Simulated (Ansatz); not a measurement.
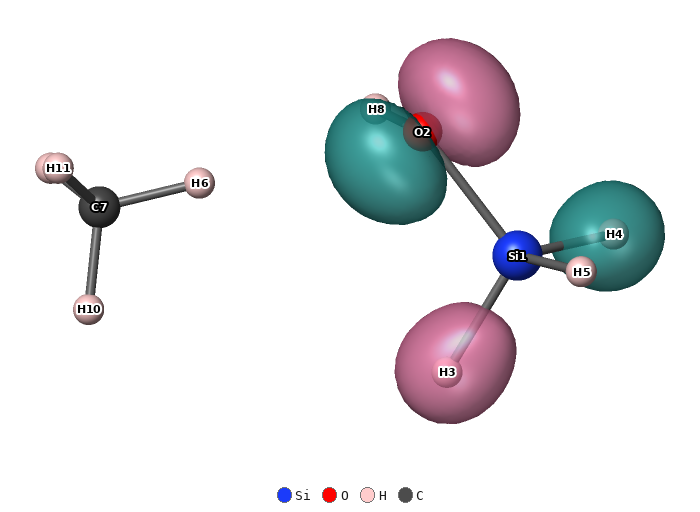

Figure. H$_{4}$OSi···CH$_{4}$. The HOMO at ±0.2 Å⁻³ᐟ² (teal and pink are the two phases), seen at an oblique angle.

The calculation used Ansatz, RKS PBE/def2-SVP.

Input file:

```
crystal:
  periodic: [false, false, false]
  atoms:
    - { symbol: Si, position_ang: [-1.363627, 0.514973, 0.572743] }
    - { symbol: O, position_ang: [-0.011161, 1.500514, 1.031298] }
    - { symbol: H, position_ang: [-1.454939, 0.30276, -0.911142] }
    - { symbol: H, position_ang: [-1.336132, -0.819662, 1.273569] }
    - { symbol: H, position_ang: [-2.580398, 1.281923, 1.009128] }
    - { symbol: H, position_ang: [1.07948, 0.303442, -0.563125] }
    - { symbol: C, position_ang: [1.193206, -0.741889, -0.848625] }
    - { symbol: H, position_ang: [0.763271, 0.972732, 1.292393] }
    - { symbol: H, position_ang: [0.759594, -1.413226, -0.080121] }
    - { symbol: H, position_ang: [0.68046, -0.921423, -1.813746] }
    - { symbol: H, position_ang: [2.270145, -0.979843, -0.962471] }
basis:
  gaussian: { orbitals: def2-SVP }
hamiltonian:
  xc: pbe
relax:
  f_tol: 0.03
  max_steps: 50
output:
  orbitals: {}
```

Command:

```sh
ansatz run input.yaml --threads 2 --pin off --max-ram 3072MiB --backend cpu --events-out ev --progress --plain --runs-dir out
```

The fields are those of the run's last geometry, not of the input's.

> What is the character of this orbital?

Its weight (Hirshfeld) is mainly on O2 (about 55 %), Si1 (about 15 %), H3 (about 10 %) and H4 (about 10 %). Its energy is −7.03 eV.
